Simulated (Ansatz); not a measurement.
## Electronic structure of C₃H₆FIn (SMILES C[C@H]([In])CF) in real space

Input file:

```
crystal:
  periodic: [false, false, false]
  atoms:
    - {symbol: C, position_ang: [-1.230550, -0.397379, 0.046374]}
    - {symbol: C, position_ang: [0.173481, 0.192226, 0.096818]}
    - {symbol: C, position_ang: [0.511525, 1.093628, -1.044210]}
    - {symbol: F, position_ang: [0.294551, 2.457766, -0.673432]}
    - {symbol: In, position_ang: [0.267949, 1.675786, 1.903224]}
    - {symbol: H, position_ang: [-2.008607, 0.386644, 0.012105]}
    - {symbol: H, position_ang: [-1.449376, -1.020433, 0.929930]}
    - {symbol: H, position_ang: [-1.399242, -1.038684, -0.840405]}
    - {symbol: H, position_ang: [0.930513, -0.602144, 0.201009]}
    - {symbol: H, position_ang: [1.572154, 1.029582, -1.333933]}
    - {symbol: H, position_ang: [-0.109747, 0.950426, -1.947498]}
basis:
  gaussian:
    orbitals: def2-SVPD
total_charge: 0
hamiltonian:
  xc: {name: PBE0}
output: {forces: true, orbitals: {seedname: orbitals}}
```

Run with:

```sh
ansatz run input.yaml --threads 2 --pin off --max-ram 4350MiB --events-out events.jsonl --progress --plain --runs-dir runs
```

Geometry: PBE0-D3(BJ)/def2-SVP; core potentials replace the inner electrons of In.

Level of theory: Ansatz, isolated molecule in a Gaussian basis; Kohn-Sham density functional theory, functional PBE0.

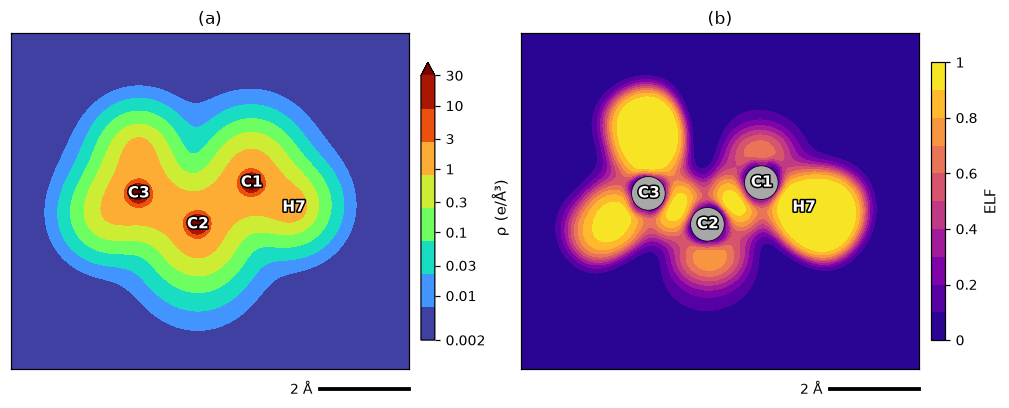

Figure 1. (a) electron density; (b) electron localisation function on the plane of atoms C2, C1 and H7. Grey discs cover the atomic cores in the ELF map.

Describe what can be read from this map.

- Atoms in the plane: C and H.
- C–C (1.49 Å): ρ at the midpoint is about 1.8 e/Å³; the ELF peaks at about 0.95 between the atoms; localised, covalent bonding.
- C–H (1.10 Å): ρ is about 1.9 e/Å³ halfway; the ELF climbs to about 1 towards the hydrogen, as it does in any bond to H (an ordinary covalent bond to hydrogen).

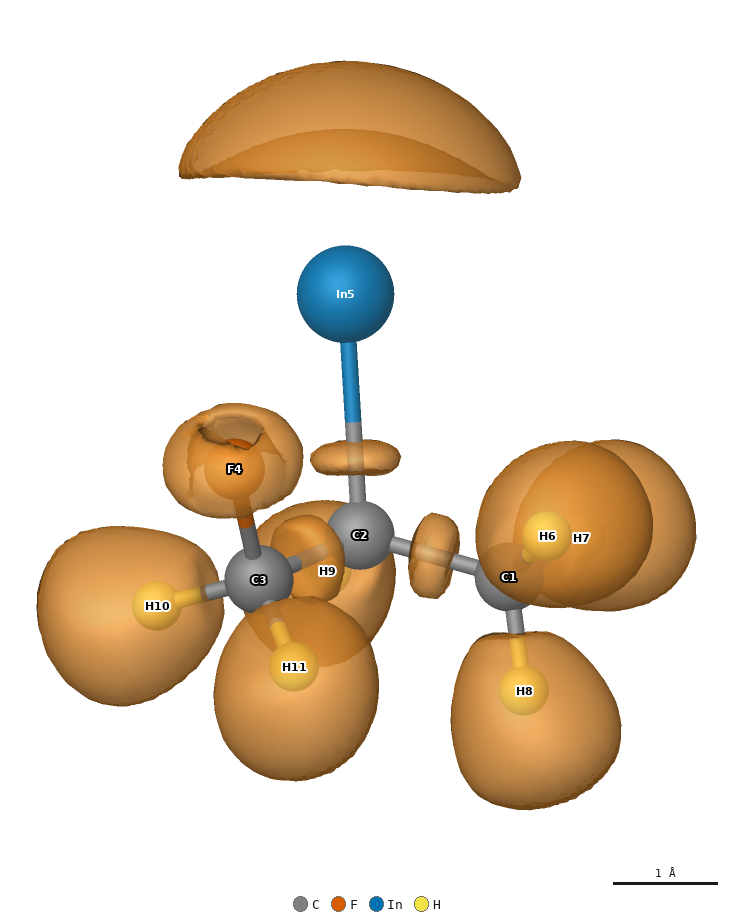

Figure 2. Isosurface of the electron localisation function at 0.85 (orange), seen at a tilt. Only the valence region is drawn (cores and ρ < 0.01 e/Å³ removed).

Describe the localisation domains.

The ELF exceeds this value in two regions between bonded C–C atoms (shared pairs), six regions around hydrogen nuclei, one lobe of the valence shell of C pointing towards In (polar bonds), one lobe on In, pointing away from the bonds (lone pairs) and one region wrapped around F (its valence shell). Profiles from the grid: C–F (1.43 Å): the ELF peaks at about 0.85 between the atoms (a shared but strongly polarised pair).

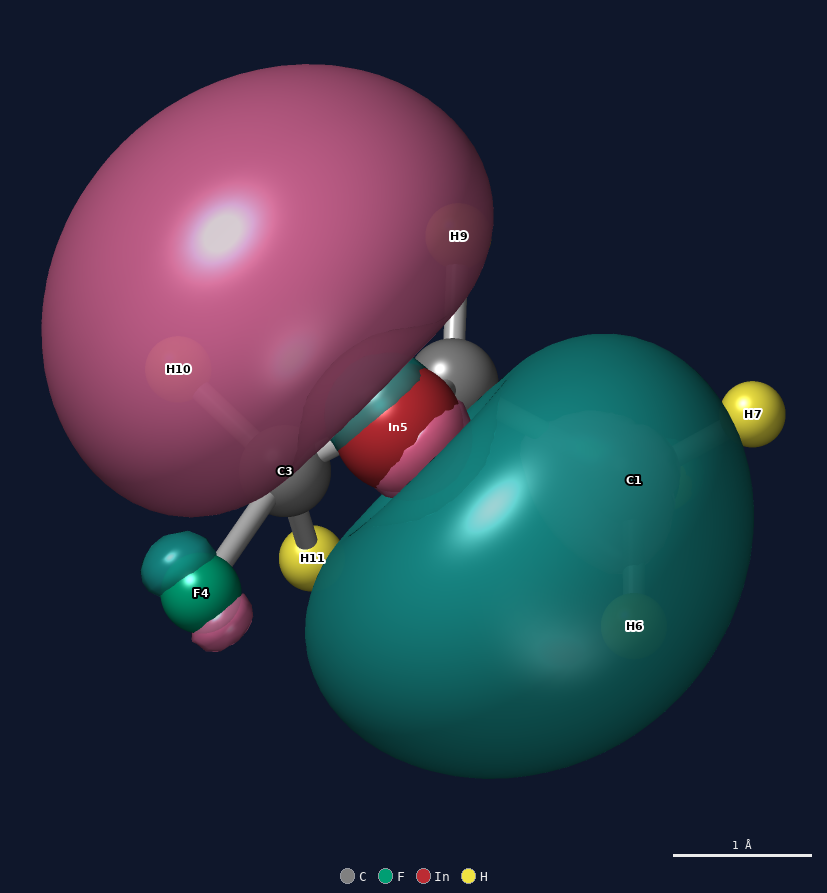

Figure 3. One frontier orbital at ±0.08 Å⁻³ᐟ² (teal and pink are the two phases), seen from one side.

Which orbital is it: HOMO or LUMO?

The LUMO, at −1.47 eV. By Hirshfeld shares it lies mainly on In5 (about 90 %).

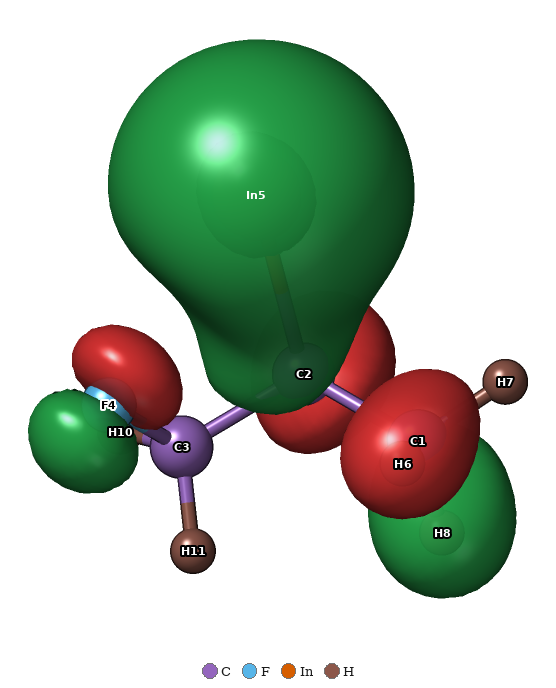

Figure 4. The HOMO−1 at ±0.1 Å⁻³ᐟ² (green and red are the two phases), seen at a tilt.

Where does this orbital lie, and at what energy?

Its weight (Hirshfeld) is mainly on In5 (about 50 %), C2 (about 15 %), F4 (about 10 %) and C1 (about 10 %). Its energy is −8.79 eV.
